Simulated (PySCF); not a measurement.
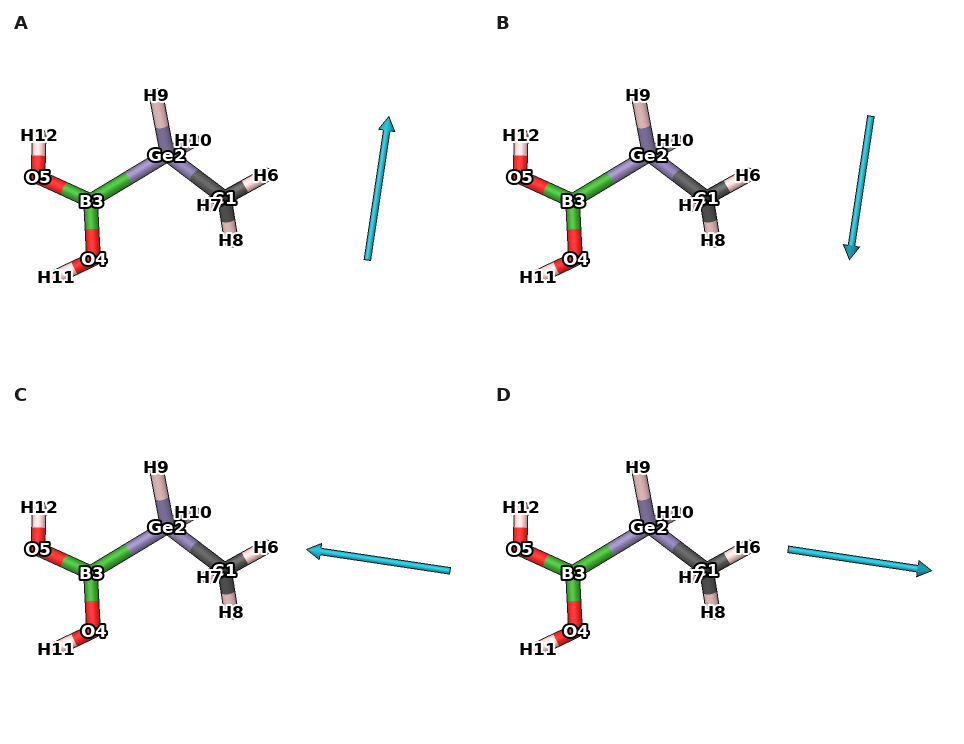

The same molecule four times, each with an arrow. The computed structure is the end point of a PBE0-D3(BJ)/def2-SVP optimisation. No frequency run is at hand to confirm it as a minimum. Method: PBE0/def2-SVP, gas phase (PySCF 2.14.0).

Which arrow points along the dipole moment, from the negative to the positive end?

C. The dipole moment is 1.27 D; it points from the side of H6 to the side of O5, H12 (the outermost atoms at the two ends).
